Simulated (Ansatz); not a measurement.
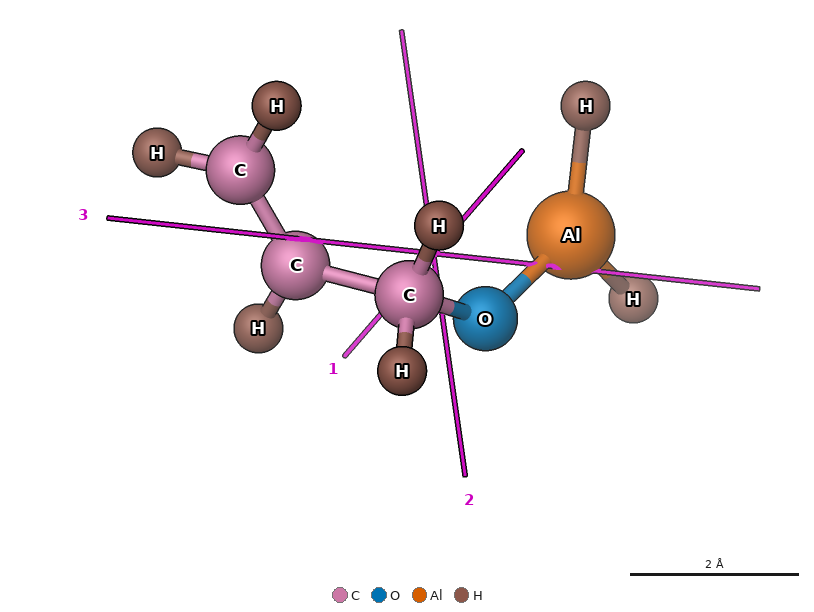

The three principal axes of inertia are drawn and numbered. Distant atoms are faded towards the background colour. The computed structure is the end point of a PBE-D4/def2-SVP optimisation. No frequency run is at hand to confirm it as a minimum. Masses are those of the most abundant isotopes; constants are for the rigid equilibrium geometry.

Question: Which line is the a axis (least moment of inertia), which b and which c?

Answer: a is line 3, b is line 2, c is line 1; the moments are 54.5, 261, 290 u Å².

Question: What kind of rotor is it, and what are its rotational constants in GHz?

Answer: An asymmetric top (C1): A = 9.28, B = 1.94, C = 1.74 GHz. Ray's parameter κ is −0.95, close to the prolate limit.
